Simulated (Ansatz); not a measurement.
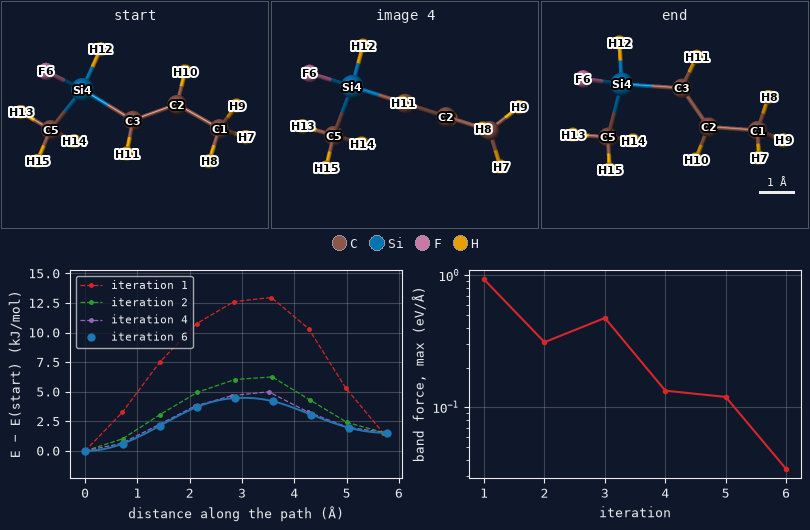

A search for the minimum-energy path of C$_{4}$H$_{9}$FSi by the nudged elastic band. Images are numbered from 0 (start) to 8 (end). The plot follows the band through its iterations. A ball-and-stick model, seen from a free direction.

Method: RKS PBE/STO-3G (Ansatz). Set-up: 7 movable images; climbing image; force threshold 0.05 eV/Å; iteration limit 10; starting path by image-dependent pair potential.

### Did the band converge, and can the barrier be trusted?

The run is converged, with reservations. The band converged in 6 iterations. The largest component of the band force went from 0.93 to 0.034 eV/Å. The climbing image converged on the top of the path. Its curvatures weren't checked. The iteration limit was low. The first iteration put the highest image at 12.96 kJ/mol. The energy climbs by 4.46 kJ/mol to image 4 and then falls by 2.93 kJ/mol, so the end point sits at +1.53 kJ/mol.

Limits of the set-up: STO-3G is a minimal basis, so the numbers are rough.

The run took 84 s on 1 thread of Intel(R) Xeon(R) 6975P-C (Granite Rapids) (shared host), peak memory 0.12 GiB.
